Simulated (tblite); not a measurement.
# BSiP2H5Cl2: molecular dynamics (part 1 of 2)

BSiP2H5Cl2, computed with GFN2-xTB Langevin dynamics, gas phase (tblite 0.8.0).

It belongs to a series of runs on one base structure; here: H on Si replaced by BCl2.

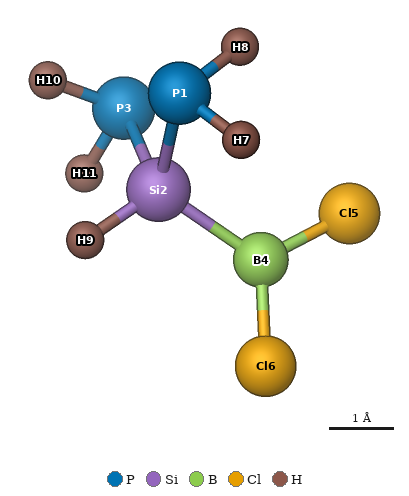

Fig. 1: The input geometry (ball-and-stick view, seen at a tilt; atoms are numbered from 1 in the order of the input). Bond lengths as drawn: B–Cl 1.72 Å, B–Si 1.99 Å, H–P 1.38 to 1.39 Å, H–Si 1.48 Å and P–Si 2.26 to 2.27 Å.

## The input
```
{"job": {"kind": "md", "xc": "GFN2-xTB", "basis": "xTB", "temperature": 400, "steps": 2000, "every": 50}, "charge": 0, "multiplicity": 1}
P      2.018604     0.816225     0.333840
Si    -0.130478     0.105959     0.476110
P     -1.251601     1.530317    -0.879430
B     -0.386948    -1.769627    -0.125436
Cl    -0.181029    -2.180738    -1.781892
Cl    -0.760017    -3.033031     0.974755
H      2.591460    -0.432701     0.510079
H      2.078618     0.717552    -1.046774
H     -0.469474     0.317709     1.897376
H     -1.016356     2.635312    -0.082142
H     -2.487353     1.295693    -0.302451
```

The first line tells a small driver script what to run in tblite; the rest is the geometry in Å.

Hardware: 1 CPU thread, shared host.

Launched with:
```bash
OMP_NUM_THREADS=1 python <driver script> task.json out
```

## What the program printed
```
t/fs     T/K      E/eV
    0.0   350.9   -535.68562
   25.0   258.5   -535.49530
   50.0   303.0   -535.45977
   75.0   233.2   -535.37282
  100.0   378.3   -535.46533
  125.0   275.2   -535.30403
  150.0   401.0   -535.34424
  175.0   334.3   -535.29870
  200.0   389.3   -535.25651
  225.0   413.8   -535.18487
  250.0   337.1   -535.07487
  275.0   291.5   -535.22706
  300.0   310.5   -535.39310
  325.0   275.5   -535.37400
  350.0   288.0   -535.36549
  375.0   336.3   -535.36434
  400.0   299.1   -535.31721
  425.0   475.7   -535.29312
  450.0   388.8   -535.25298
  475.0   472.1   -535.42606
  500.0   404.3   -535.36962
  525.0   372.0   -535.32556
  550.0   266.4   -535.22166
  575.0   339.5   -535.18881
  600.0   227.2   -534.84884
  625.0   467.5   -535.09753
  650.0   411.6   -535.20514
  675.0   381.8   -535.01010
  700.0   377.4   -535.22175
  725.0   334.7   -535.24771
  750.0   409.9   -535.32757
  775.0   349.6   -535.29973
  800.0   395.6   -535.28929
  825.0   392.2   -535.28769
  850.0   479.5   -535.39342
  875.0   472.4   -535.32767
  900.0   336.5   -535.35058
  925.0   258.0   -535.24218
  950.0   324.0   -535.20267
  975.0   383.7   -535.22319
 1000.0   411.2   -535.28972
```

## Trajectory as extended XYZ (Å, eV, eV/Å), 41 frames, from step=0 to step=40
```
11
Properties=species:S:1:pos:R:3:forces:R:3 step=0 time_fs=0.0 energy=-535.68562 temperature=350.9
P     2.0186    0.8162    0.3338   -0.0016  -0.0042   0.0018
Si   -0.1305    0.1060    0.4761    0.0006   0.0027  -0.0013
P    -1.2516    1.5303   -0.8794   -0.0050  -0.0010  -0.0002
B    -0.3869   -1.7696   -0.1254    0.0003   0.0017  -0.0008
Cl   -0.1810   -2.1807   -1.7819    0.0007   0.0063   0.0025
Cl   -0.7600   -3.0330    0.9748    0.0077  -0.0044  -0.0030
H     2.5915   -0.4327    0.5101   -0.0050  -0.0036   0.0007
H     2.0786    0.7176   -1.0468    0.0026  -0.0044   0.0017
H    -0.4695    0.3177    1.8974    0.0013   0.0023   0.0024
H    -1.0164    2.6353   -0.0821   -0.0009   0.0028  -0.0084
H    -2.4874    1.2957   -0.3025   -0.0006   0.0019   0.0044
11
Properties=species:S:1:pos:R:3:forces:R:3 step=1 time_fs=25.0 energy=-535.49530 temperature=258.5
P     1.9878    0.7480    0.3344   -0.0834   0.4629   0.6648
Si   -0.1570    0.1000    0.4265   -0.8926   0.0362   0.7930
P    -1.2747    1.6551   -0.8563    0.7533   0.2629   0.4469
B    -0.4200   -1.8284   -0.0672    0.0684   0.5096  -0.3135
Cl   -0.1881   -2.1857   -1.7417    0.0098  -0.1072  -0.0787
Cl   -0.7640   -3.1145    0.9798   -0.0383  -0.0990   0.2046
H     2.5269   -0.5249    0.4716   -0.0084   0.0368  -0.4984
H     1.9493    0.9047   -1.0323    0.2709  -0.4179  -0.2357
H    -0.6205    0.3984    1.8620    0.3408  -0.2135  -0.6655
H    -1.1952    2.5482    0.2262    0.0362  -0.1078  -0.4719
H    -2.5551    1.3515   -0.5143   -0.4569  -0.3629   0.1543
11
Properties=species:S:1:pos:R:3:forces:R:3 step=2 time_fs=50.0 energy=-535.45977 temperature=303.0
P     1.9768    0.6425    0.4044   -0.2857   0.3409  -0.4866
Si   -0.2331    0.0785    0.3948    0.1327   0.4938   0.0006
P    -1.3414    1.7304   -0.8105    0.2556  -0.4862   0.0470
B    -0.4440   -1.8204   -0.0563   -0.2488  -0.4867  -0.5736
Cl   -0.2163   -2.1747   -1.7538   -0.0042  -0.0789   0.2825
Cl   -0.7898   -3.1721    0.9795    0.1584   0.5288  -0.2065
H     2.5288   -0.6409    0.3950   -0.1790   0.1400  -0.3616
H     1.9222    0.8810   -0.9971    0.3641  -0.3865   0.5740
H    -0.5519    0.3647    1.7737   -0.2326   0.0818   0.6795
H    -1.2898    2.7032    0.1625    0.3302   0.0833   0.1361
H    -2.5665    1.3615   -0.3128   -0.2907  -0.2304  -0.0915
11
Properties=species:S:1:pos:R:3:forces:R:3 step=3 time_fs=75.0 energy=-535.37282 temperature=233.2
P     1.9755    0.5251    0.4431   -0.5231  -0.1681   0.3366
Si   -0.2948    0.0831    0.4591   -0.2521   0.3349   0.4230
P    -1.4061    1.7094   -0.8056   -0.0406  -1.2098   0.1055
B    -0.6631   -1.8790   -0.1523    0.7442   0.8786   0.3064
Cl   -0.2329   -2.2141   -1.7836   -0.2063  -0.0705  -0.0598
Cl   -0.7594   -3.1830    0.9511   -0.1871   0.0305  -0.0254
H     2.2438   -0.8246    0.4696    0.2030  -0.1924   0.1622
H     2.2580    0.5586   -0.8934   -0.1541   0.1038  -0.4494
H    -0.5356    0.4349    1.9779    0.0640  -0.4088  -1.0800
H    -1.3064    2.5860    0.2184    0.0570   0.5489   0.4674
H    -2.6516    1.2515   -0.3411    0.2951   0.1529  -0.1864
11
Properties=species:S:1:pos:R:3:forces:R:3 step=4 time_fs=100.0 energy=-535.46533 temperature=378.3
P     1.9244    0.3658    0.4333    0.2261   0.3138  -0.3229
Si   -0.3085    0.0700    0.4946   -0.4187  -0.0914  -0.7280
P    -1.4106    1.6221   -0.7473   -0.4205  -0.1111  -0.3444
B    -0.5626   -1.7493   -0.1890    0.1861  -1.3042   0.0985
Cl   -0.2198   -2.2645   -1.7875   -0.0866   0.3127  -0.1415
Cl   -0.7146   -3.1383    0.9151   -0.0788   0.6623  -0.1509
H     2.2656   -0.9353    0.7236   -0.0737  -0.2217   0.2010
H     1.9944    0.0792   -0.9267    0.0299   0.1834   0.0573
H    -0.7101    0.0947    1.8634   -0.1741   0.1826   1.0090
H    -1.5793    2.5815    0.2308   -0.0341  -0.0858   0.1268
H    -2.7529    1.1315   -0.6515    0.8445   0.1593   0.1948
11
Properties=species:S:1:pos:R:3:forces:R:3 step=5 time_fs=125.0 energy=-535.30403 temperature=275.2
P     1.9252    0.2582    0.3931   -0.0037  -1.2114  -0.4952
Si   -0.3961    0.0101    0.5368    1.0198  -0.1064   0.4262
P    -1.4456    1.5208   -0.7522    0.6504   0.6458   0.5874
B    -0.4114   -1.8071   -0.2248   -0.5113   0.4685   0.0028
Cl   -0.1861   -2.2596   -1.8488    0.1515   0.0387  -0.4478
Cl   -0.7130   -3.0226    0.8885   -0.0509  -0.9781   0.6775
H     2.1784   -1.0385    0.9887   -0.2036   0.8785  -0.2658
H     2.0214   -0.3507   -0.9265   -0.1192   0.5851   0.9044
H    -0.6504    0.0273    2.0553    0.0314   0.0604  -0.8703
H    -1.6159    2.3748    0.3649   -0.0871  -0.2583  -0.5688
H    -2.5751    0.8170   -0.5083   -0.8774  -0.1227   0.0496
11
Properties=species:S:1:pos:R:3:forces:R:3 step=6 time_fs=150.0 energy=-535.34424 temperature=401.0
P     1.9408    0.1364    0.3709   -0.5790   1.4425   0.1625
Si   -0.3761   -0.0102    0.5529    0.4250  -0.5244  -0.4652
P    -1.4735    1.3984   -0.7712   -0.4311   0.6337  -0.4628
B    -0.5739   -1.8422   -0.2754    0.3444   0.3386   0.0977
Cl   -0.1018   -2.2957   -1.9057   -0.3178   0.1257   0.5825
Cl   -0.7928   -3.0336    0.9218   -0.0980  -0.5749  -0.0883
H     2.1720   -0.7781    1.3359    0.0709  -0.5938   0.4942
H     2.0250   -0.7593   -0.6305    0.0758  -0.5745  -0.5567
H    -0.7088    0.1026    1.9754    0.0241  -0.0496   0.1186
H    -1.8432    2.4247    0.0736    0.3586   0.0778   0.1698
H    -2.7403    0.8662   -0.5883    0.1270  -0.3010  -0.0522
11
Properties=species:S:1:pos:R:3:forces:R:3 step=7 time_fs=175.0 energy=-535.29870 temperature=334.3
P     1.9452    0.0695    0.3631    0.5200   0.9864   0.5173
Si   -0.2833   -0.0417    0.4823   -0.8686   0.1791  -0.2455
P    -1.5387    1.3685   -0.8754   -0.2774  -0.8989   0.6684
B    -0.6075   -1.8686   -0.2073    0.4510  -0.7524   0.1406
Cl   -0.0659   -2.2831   -1.8437   -0.5195   0.0078   0.8853
Cl   -0.8885   -3.1290    1.0106    0.0689   0.4202  -0.9090
H     2.0991   -0.5719    1.5849    0.0277   0.0442  -0.0974
H     2.0676   -1.0786   -0.3193    0.1618  -0.7712  -0.5000
H    -0.5267    0.0614    1.9445   -0.1452   0.1357  -0.1663
H    -1.8545    2.2972    0.0869    0.1597   0.2537   0.1692
H    -2.6642    0.5919   -0.4532    0.4216   0.3953  -0.4627
11
Properties=species:S:1:pos:R:3:forces:R:3 step=8 time_fs=200.0 energy=-535.25651 temperature=389.3
P     1.9339    0.0528    0.2599    0.8703  -0.2401   0.8607
Si   -0.3093   -0.0330    0.3828   -0.5614  -1.0936   1.0411
P    -1.5222    1.3021   -0.9287    0.4806   0.4112  -0.8971
B    -0.4624   -2.0066   -0.0219   -0.5730   0.9987  -0.0192
Cl   -0.0894   -2.3149   -1.6645    0.0633  -0.4920  -0.2844
Cl   -1.0346   -3.1992    1.0304    0.0844  -0.3604   0.0642
H     2.0587   -0.4728    1.6179   -0.0683   0.3617  -1.1148
H     2.1856   -1.2119   -0.3375   -0.2875   0.4915   0.3131
H    -0.7301    0.3179    1.8032    0.3294  -0.1311  -0.4772
H    -1.6856    2.1775    0.1013   -0.2171   0.3450   0.2090
H    -2.7767    0.7620   -0.8126   -0.1208  -0.2910   0.3045
11
Properties=species:S:1:pos:R:3:forces:R:3 step=9 time_fs=225.0 energy=-535.18487 temperature=413.8
P     2.0067    0.0165    0.1568   -0.5834   0.8027  -0.4535
Si   -0.3320   -0.0748    0.3592    0.8740   1.2640  -0.1291
P    -1.4874    1.3260   -1.0999    0.4033   0.2221   1.0773
B    -0.5133   -1.9616    0.0973   -0.9225  -0.8830  -0.0315
Cl   -0.0766   -2.3692   -1.4878    0.2518  -0.3991  -0.8592
Cl   -1.2085   -3.2507    1.0260    0.1699   0.2290   0.2044
H     2.2191   -0.1667    1.4907    0.0353  -0.0729   0.4090
H     2.0702   -1.3106   -0.1003    0.2603  -0.5980  -0.0904
H    -0.3960    0.4506    1.7027   -0.3298   0.2572   0.6129
H    -1.6310    2.4434   -0.1573    0.0791  -1.0686  -0.6900
H    -2.6286    0.6624   -0.6662   -0.2378   0.2467  -0.0499
11
Properties=species:S:1:pos:R:3:forces:R:3 step=10 time_fs=250.0 energy=-535.07487 temperature=337.1
P     2.0465    0.0102    0.0451   -0.7238  -0.1103  -0.3412
Si   -0.2501    0.0427    0.4043   -0.9802  -0.5360  -0.0887
P    -1.4381    1.2888   -1.1841    0.1081  -0.9073  -0.2439
B    -0.8075   -1.9828    0.0929    1.0017  -0.0093  -0.2814
Cl   -0.0546   -2.5098   -1.4254   -0.3169   0.3699   0.1916
Cl   -1.3146   -3.3470    1.0178   -0.1905   0.6550   0.1437
H     2.2282    0.2837    1.3586    0.2848   0.3194   0.6684
H     2.2315   -1.3448    0.3112   -0.1759   0.0572  -0.1289
H    -0.6769    0.7236    1.7095    0.3943  -0.4659  -0.4822
H    -1.4160    2.4091   -0.3909   -0.4424   0.1330   0.2367
H    -2.7910    0.8188   -0.9486    1.0408   0.4943   0.3259
11
Properties=species:S:1:pos:R:3:forces:R:3 step=11 time_fs=275.0 energy=-535.22706 temperature=291.5
P     2.0064    0.0259   -0.0600   -0.3046  -0.5111   1.3527
Si   -0.3194   -0.0193    0.4350    1.1451  -0.4174  -0.1118
P    -1.3386    1.2123   -1.1577    0.8102  -0.2938  -0.5389
B    -0.6635   -1.9991    0.0408   -0.4524  -0.2583   0.9102
Cl   -0.0664   -2.5633   -1.4079    0.3778   0.0466  -0.8566
Cl   -1.3629   -3.3497    1.0138    0.1864   0.9444  -0.0447
H     2.4759    0.7966    1.0642   -0.4649  -0.3982  -0.6953
H     2.1835   -1.2006    0.6987   -0.0317   0.8094  -0.5844
H    -0.4069    0.4768    1.8195   -0.2229  -0.0170   0.0217
H    -1.4735    2.4429   -0.5725   -0.0096   0.1250   0.3882
H    -2.4966    0.7181   -0.6871   -1.0334  -0.0295   0.1588
11
Properties=species:S:1:pos:R:3:forces:R:3 step=12 time_fs=300.0 energy=-535.39310 temperature=310.5
P     1.9012   -0.0123   -0.0237    0.2544   0.6527   0.8134
Si   -0.3077   -0.1603    0.4376   -0.1360   0.2809   0.3762
P    -1.2486    1.1096   -1.1644   -0.4035   0.4874  -0.0007
B    -0.5282   -2.0588    0.1689   -0.2856  -1.1881  -1.3090
Cl    0.0232   -2.6521   -1.4362    0.0637   0.4751   0.4742
Cl   -1.2937   -3.2962    1.0255   -0.1114   0.0578   0.5586
H     2.2029    0.9535    0.9791   -0.1706  -0.2826  -0.6340
H     2.1778   -1.0017    0.9053    0.1246  -0.2137  -0.1070
H    -0.7234    0.3032    1.7859    0.1096   0.0386  -0.0485
H    -1.2904    2.2085   -0.3149    0.1989   0.0609  -0.1925
H    -2.6303    0.9634   -0.9718    0.3561  -0.3689   0.0692
11
Properties=species:S:1:pos:R:3:forces:R:3 step=13 time_fs=325.0 energy=-535.37400 temperature=275.5
P     1.8489   -0.0430    0.0650    0.6932   1.2466  -1.2647
Si   -0.2880   -0.2641    0.4507   -1.1630   0.0861  -0.3412
P    -1.2016    1.0496   -1.2457   -0.3929  -0.0861   1.1555
B    -0.5899   -2.2159    0.0129    0.2269   1.2990   0.2647
Cl    0.1253   -2.7286   -1.4213    0.2571  -0.3474  -0.7033
Cl   -1.2372   -3.3119    1.0906   -0.4512  -0.7130   0.5389
H     2.1355    0.9479    0.9666   -0.0749   0.3125   0.0159
H     2.2873   -0.9359    0.9216    0.5129  -1.4024   1.0915
H    -0.7744    0.1965    1.7725    0.0520  -0.0433  -0.0500
H    -1.3789    2.2441   -0.4927    0.2372  -0.5682  -0.2880
H    -2.4409    0.5717   -0.7884    0.1026   0.2161  -0.4193
11
Properties=species:S:1:pos:R:3:forces:R:3 step=14 time_fs=350.0 energy=-535.36549 temperature=288.0
P     1.9145   -0.0486    0.0620   -0.1943   0.0644   1.5618
Si   -0.3705   -0.2793    0.3873    0.5172  -1.0631   0.6761
P    -1.1718    0.9116   -1.2648    0.4011   0.3035  -1.2514
B    -0.5999   -2.2595    0.0086    0.1282  -0.0932   0.4185
Cl    0.2362   -2.7750   -1.4103   -0.2940  -0.0856   0.2938
Cl   -1.2592   -3.4672    1.1286    0.3238   0.6281  -0.6964
H     2.0532    1.1101    0.9360   -0.0891  -0.8908  -0.6120
H     2.2112   -0.9932    1.1464   -0.1744   0.8031  -0.8458
H    -0.7476    0.1078    1.7696   -0.0381   0.0646  -0.1214
H    -1.3081    2.0773   -0.5995    0.0716   0.6397   0.3669
H    -2.5052    0.6998   -1.2133   -0.6520  -0.3708   0.2099
11
Properties=species:S:1:pos:R:3:forces:R:3 step=15 time_fs=375.0 energy=-535.36434 temperature=336.3
P     1.8579    0.0026    0.0912    0.0468  -1.9209  -0.7492
Si   -0.3565   -0.4129    0.4971    0.4247   0.1921  -0.9843
P    -1.1510    0.8813   -1.3190    0.6463  -0.0291   1.3022
B    -0.5378   -2.3691    0.1163    0.4499   0.2261  -0.6255
Cl    0.2651   -2.8895   -1.3859   -0.3481   0.2292   0.6340
Cl   -1.2475   -3.5595    1.0806   -0.1016  -0.0706   0.1076
H     2.1394    1.0697    0.8214    0.1016   1.0718   1.0522
H     2.4781   -0.9340    0.9820   -0.4963   0.6691  -0.3675
H    -0.7982    0.1708    1.7654   -0.1525  -0.0270   0.1633
H    -1.0560    2.0105   -0.4762    0.1083  -0.1870  -0.4842
H    -2.4324    0.7256   -0.8932   -0.6790  -0.1538  -0.0485
11
Properties=species:S:1:pos:R:3:forces:R:3 step=16 time_fs=400.0 energy=-535.31721 temperature=299.1
P     1.8244    0.0332    0.0993    0.5828   0.5094   0.3785
Si   -0.3058   -0.4657    0.4653   -0.9641   0.0115   0.3330
P    -1.0767    0.7804   -1.2868   -0.7394  -0.3253  -0.2291
B    -0.3245   -2.4684    0.0900   -1.6563   0.9069   1.8299
Cl    0.2694   -2.9789   -1.3164    1.0149  -0.6776  -1.8073
Cl   -1.2570   -3.6360    1.0593    0.3344   0.3278  -0.0710
H     1.9470    0.9869    1.1213   -0.0186  -0.2175  -0.3274
H     2.2980   -0.9692    0.9173    0.1886  -0.1142   0.1004
H    -1.0263    0.0744    1.7013    0.5072  -0.3908  -0.4280
H    -0.8080    2.0190   -0.7761    0.2859   0.2569   0.2736
H    -2.4348    0.9466   -0.9468    0.4646  -0.2871  -0.0525
11
Properties=species:S:1:pos:R:3:forces:R:3 step=17 time_fs=425.0 energy=-535.29312 temperature=475.7
P     1.8922    0.0580    0.1238   -0.7243   1.8472   0.7549
Si   -0.3199   -0.5494    0.3876    0.9106  -0.2931   0.5019
P    -1.1167    0.7001   -1.2609   -0.2722   0.1147  -0.0278
B    -0.4477   -2.4685    0.1892    0.1437  -0.8973  -1.1597
Cl    0.3083   -3.0798   -1.3136   -0.1981   0.2028   0.5499
Cl   -1.2306   -3.6380    1.1298    0.0039   0.0884   0.1916
H     1.8152    1.0347    1.2766    0.1578  -1.0677  -1.3419
H     2.5535   -0.8349    0.8810    0.2533  -0.7613   0.5955
H    -0.7271   -0.1881    1.7456   -0.1795   0.3113   0.2533
H    -0.4277    1.7389   -0.6763    0.0232   0.4016  -0.1705
H    -2.2650    1.0034   -0.5490   -0.1185   0.0535  -0.1472
11
Properties=species:S:1:pos:R:3:forces:R:3 step=18 time_fs=450.0 energy=-535.25298 temperature=388.8
P     1.9506    0.0622    0.1267   -0.0972  -0.4823   0.3826
Si   -0.1825   -0.6041    0.4702   -1.1434   0.1554  -1.0872
P    -1.1665    0.6263   -1.2698   -0.6551  -0.3954   0.3112
B    -0.5873   -2.6000    0.0118    0.8026   1.0579   1.1941
Cl    0.3314   -3.1889   -1.2698    0.0035  -0.3469  -0.5719
Cl   -1.1792   -3.6886    1.2194   -0.1965   0.0458  -0.2813
H     1.8661    1.0409    1.1348    0.2034  -0.4255  -0.0780
H     2.4548   -0.9989    0.9256   -0.0083   0.6536  -0.0771
H    -0.8414   -0.0415    1.6655    0.1813  -0.1665   0.1772
H    -0.6549    1.8824   -1.0063   -0.0303   0.0010   0.2846
H    -2.4461    0.8851   -0.6689    0.9400  -0.0970  -0.2542
11
Properties=species:S:1:pos:R:3:forces:R:3 step=19 time_fs=475.0 energy=-535.42606 temperature=472.1
P     2.0276    0.0881    0.1479    0.0230  -1.9120  -1.3119
Si   -0.1599   -0.6099    0.4085    0.6694  -0.4071   0.1122
P    -1.1678    0.5135   -1.2496   -0.1650  -0.4202  -0.0700
B    -0.3721   -2.5792    0.1344    0.2843  -0.7694  -0.2889
Cl    0.3561   -3.2873   -1.3144   -0.3490   0.3923   0.6099
Cl   -1.0993   -3.7455    1.2271    0.2634   0.6931  -0.4133
H     1.9588    1.0099    1.0735   -0.0384   1.2542   1.5056
H     2.6893   -0.8703    0.9552   -0.4487   0.4909  -0.2005
H    -0.6130   -0.2405    1.7633   -0.0703   0.1364   0.0601
H    -0.8881    1.7626   -0.7295   -0.2714   0.0753   0.1877
H    -2.3882    0.2826   -0.6051    0.1027   0.4665  -0.1909
11
Properties=species:S:1:pos:R:3:forces:R:3 step=20 time_fs=500.0 energy=-535.36962 temperature=404.3
P     2.0892    0.0816    0.1966    0.1047   0.7667   0.5834
Si   -0.0236   -0.6902    0.4433   -0.4004  -0.2358   0.1347
P    -1.1765    0.3995   -1.2199    0.3185   0.9452   0.3405
B    -0.1285   -2.7289    0.1718   -0.6650   0.8645   0.3116
Cl    0.3777   -3.3112   -1.3282    0.2958  -0.2181  -0.3321
Cl   -1.0944   -3.7772    1.1634    0.2619   0.1494  -0.0089
H     2.0002    1.1836    1.1370   -0.0884  -0.7760  -0.7611
H     2.5303   -0.7494    1.2082    0.1695  -0.1079   0.0137
H    -0.4416   -0.0966    1.7399   -0.1260  -0.2902  -0.0356
H    -1.0477    1.6568   -0.5350    0.0576  -0.7107  -0.5193
H    -2.5219    0.3818   -0.8840    0.0718  -0.3870   0.2731
```
